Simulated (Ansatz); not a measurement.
## Nudged elastic band, with input and output: Al2H6O

Al2H6O, set up with RKS PBE-D4/6-31G* (Ansatz 0.2.0).

One setting was made poor on purpose. It belongs to a series of runs on one base structure; here: an input spoilt on purpose.

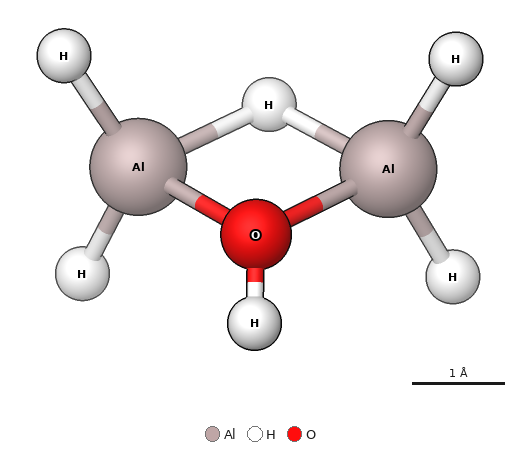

*The structure as given in the input (ball-and-stick view, seen on its broad side). Sticks mark near contacts.*

Bond lengths as drawn: Al–H 1.59 to 1.77 Å, Al–O 1.90 Å and H–O 0.98 Å.

### What the run reported

```csv
quantity,value
outcome,refused by the program
hardware,"1 thread of Arm Neoverse V1, 24 GiB of memory available, shared host"
```

### What went wrong

The program refused the input: “2 input errors — fix all and re-run 1. invalid value for `neb.images`: must be ≥ 1; got 0 2 …” A deliberately poor setting: bad input.

### Input file
```yaml
crystal:
  periodic: [false, false, false]
  atoms:
    - { symbol: Al, position_ang: [0.151649, -0.276568, 0.196271] }
    - { symbol: H, position_ang: [-0.805338, 0.663616, 1.067375] }
    - { symbol: H, position_ang: [1.495073, 0.164096, -0.539714] }
    - { symbol: H, position_ang: [-0.832028, -1.171363, -0.97207] }
    - { symbol: O, position_ang: [0.313558, -1.969445, 1.039007] }
    - { symbol: Al, position_ang: [-0.833888, -2.781314, -0.2365] }
    - { symbol: H, position_ang: [-0.049602, -3.762188, -1.218025] }
    - { symbol: H, position_ang: [-2.265285, -3.046792, 0.426136] }
    - { symbol: H, position_ang: [0.054863, -2.029841, 1.97822] }
basis:
  gaussian: { orbitals: "6-31G*" }
hamiltonian:
  xc: pbe
  dispersion: d4
neb:
  order_check: false
  images: 0
  f_tol: 0.05
  max_iterations: 8
  final_atoms:
    - { symbol: Al, position_ang: [-0.04683044, -0.38127829, -0.30217223] }
    - { symbol: H, position_ang: [0.01408037, 0.1114591, 2.29654282] }
    - { symbol: H, position_ang: [1.49940529, -0.01633245, -0.48757803] }
    - { symbol: H, position_ang: [-1.20112228, 0.71427805, -0.14204182] }
    - { symbol: O, position_ang: [-0.50169633, -2.03574939, -0.35978014] }
    - { symbol: Al, position_ang: [-0.95656099, -3.68437303, -0.4625982] }
    - { symbol: H, position_ang: [-0.97661455, -4.54999659, 0.88370087] }
    - { symbol: H, position_ang: [-1.33849616, -4.27849012, -1.89886019] }
    - { symbol: H, position_ang: [0.73683709, -0.08931627, 2.21348692] }
  initial_path:
    images:
      - { positions_ang: [[0.151649, -0.276568, 0.196271], [-0.805338, 0.663616, 1.067375], [1.495073, 0.164096, -0.539714], [-0.832028, -1.171363, -0.97207], [0.313558, -1.969445, 1.039007], [-0.833888, -2.781314, -0.2365], [-0.049602, -3.762188, -1.218025], [-2.265285, -3.046792, 0.426136], [0.054863, -2.029841, 1.97822]] }
      - { positions_ang: [[0.10486799, -0.20483115, 0.15593947], [-0.61091126, 0.48945858, 1.2866402], [1.44930118, 0.13752923, -0.5922155], [-0.97135661, -0.87892943, -0.9140461], [0.25949795, -1.97048952, 0.94060224], [-0.79826391, -2.92270106, -0.21922202], [-0.01536493, -3.99227546, -1.00716537], [-2.239336, -3.08874423, 0.15150689], [0.05056758, -1.77881596, 1.93866019]] }
      - { positions_ang: [[0.05808698, -0.13309431, 0.11560795], [-0.41648453, 0.31530116, 1.5059054], [1.40352937, 0.11096247, -0.644717], [-1.11068521, -0.58649586, -0.8560222], [0.2054379, -1.97153404, 0.84219747], [-0.76263981, -3.06408812, -0.20194404], [0.01887215, -4.22236292, -0.79630574], [-2.21338699, -3.13069646, -0.12312223], [0.04627216, -1.52779093, 1.89910038]] }
      - { positions_ang: [[0.01130597, -0.06135746, 0.07527642], [-0.22205779, 0.14114374, 1.7251706], [1.35775755, 0.0843957, -0.6972185], [-1.25001382, -0.29406229, -0.7979983], [0.15137786, -1.97257856, 0.74379271], [-0.72701572, -3.20547518, -0.18466606], [0.05310922, -4.45245038, -0.58544611], [-2.18743799, -3.17264869, -0.39775134], [0.04197673, -1.27676589, 1.85954057]] }
      - { positions_ang: [[-0.03547504, 0.01037938, 0.0349449], [-0.02763106, -0.03301367, 1.9444358], [1.31198573, 0.05782894, -0.74972], [-1.38934242, -0.00162872, -0.7399744], [0.09731781, -1.97362308, 0.64538794], [-0.69139163, -3.34686224, -0.16738808], [0.08734629, -4.68253784, -0.37458648], [-2.16148899, -3.21460091, -0.67238046], [0.03768131, -1.02574085, 1.81998076]] }
      - { positions_ang: [[-0.03831389, -0.08753503, -0.04933438], [-0.0172032, 0.00310452, 2.03246256], [1.35884062, 0.03928859, -0.6841845], [-1.34228739, 0.17734797, -0.59049126], [-0.05243573, -1.98915466, 0.39409592], [-0.75768397, -3.43123994, -0.24119061], [-0.17864392, -4.64940252, -0.06001464], [-1.95574078, -3.48057322, -0.97900039], [0.21247025, -0.79163471, 1.9183573]] }
      - { positions_ang: [[-0.04115274, -0.18544945, -0.13361366], [-0.00677534, 0.03922271, 2.12048931], [1.40569551, 0.02074824, -0.61864901], [-1.29523235, 0.35632466, -0.44100811], [-0.20218926, -2.00468623, 0.1428039], [-0.82397631, -3.51561764, -0.31499314], [-0.44463413, -4.61626721, 0.2545572], [-1.74999257, -3.74654552, -1.28562032], [0.3872592, -0.55752856, 2.01673384]] }
      - { positions_ang: [[-0.04399159, -0.28336387, -0.21789295], [0.00365252, 0.07534091, 2.20851607], [1.4525504, 0.00220789, -0.55311352], [-1.24817732, 0.53530136, -0.29152497], [-0.3519428, -2.02021781, -0.10848812], [-0.89026865, -3.59999534, -0.38879567], [-0.71062434, -4.5831319, 0.56912903], [-1.54424437, -4.01251782, -1.59224026], [0.56204814, -0.32342241, 2.11511038]] }
      - { positions_ang: [[-0.04683044, -0.38127829, -0.30217223], [0.01408037, 0.1114591, 2.29654282], [1.49940529, -0.01633245, -0.48757803], [-1.20112228, 0.71427805, -0.14204182], [-0.50169633, -2.03574939, -0.35978014], [-0.95656099, -3.68437303, -0.4625982], [-0.97661455, -4.54999659, 0.88370087], [-1.33849616, -4.27849012, -1.89886019], [0.73683709, -0.08931627, 2.21348692]] }
```

Launch command:
```bash
ansatz run input.yaml --threads 1 --pin off --max-ram 2048MiB --backend cpu --events-out ev --progress --plain --runs-dir out
```

### What the program printed
```
Error: 2 input errors — fix all and re-run
  1. invalid value for `neb.images`: must be ≥ 1; got 0
  2. invalid value for `neb.initial_path`: its number of entries is 9 where neb.images is 0 — a listed band holds both endpoints and every movable image in path order, neb.images + 2 = 2 entries, and is never re-spaced: set neb.images to 7, or list 2 entries
```
